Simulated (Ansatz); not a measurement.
Profile along the I–Cu line in CuI (zinc blende)

CuI (zinc blende)

```cif
data_CuI
_chemical_formula_sum 'I1 Cu1'
_space_group_name_H-M_alt 'P 1'
_space_group_IT_number 1
_cell_length_a 4.19953
_cell_length_b 4.19953
_cell_length_c 4.19953
_cell_angle_alpha 60.000
_cell_angle_beta 60.000
_cell_angle_gamma 60.000
loop_
_space_group_symop_operation_xyz
  'x, y, z'
loop_
_atom_site_label
_atom_site_type_symbol
_atom_site_fract_x
_atom_site_fract_y
_atom_site_fract_z
_atom_site_occupancy
I1 I 0.75000 0.75000 0.75000 1
Cu1 Cu 0.00000 0.00000 0.00000 1
```

Fields along a shortest I–Cu line of a {110} plane (2.57 Å), from I to Cu, interpolated on the slice's grid (step about 0.2 Å). Computed with PBEsol (plane waves to 420 eV, PAW, scalar-relativistic; Ansatz, an electronic-structure program). k mesh 10×10×10. Near the nuclei the fields are pseudised (PAW); where an atom keeps semicore shells as valence, they peak there. CuI is run without spin polarisation. CuI was relaxed with its symmetry unable to fall. Spin-orbit coupling is left out, though I is heavy. The PAW data are Ansatz's earlier set.

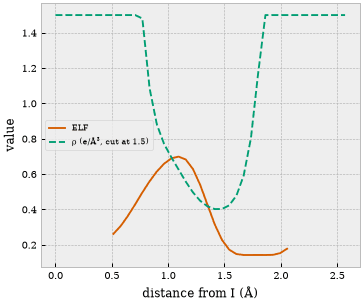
ELF (away from the nuclei) and valence density from I to Cu.

Density on the I–Cu line (2.57 Å) at its density minimum, 1.4 Å from I: 0.40 e/Å³. ELF at that point: 0.3. ELF maximum in the middle third of the I–Cu line: 0.70, 1.1 Å from I.
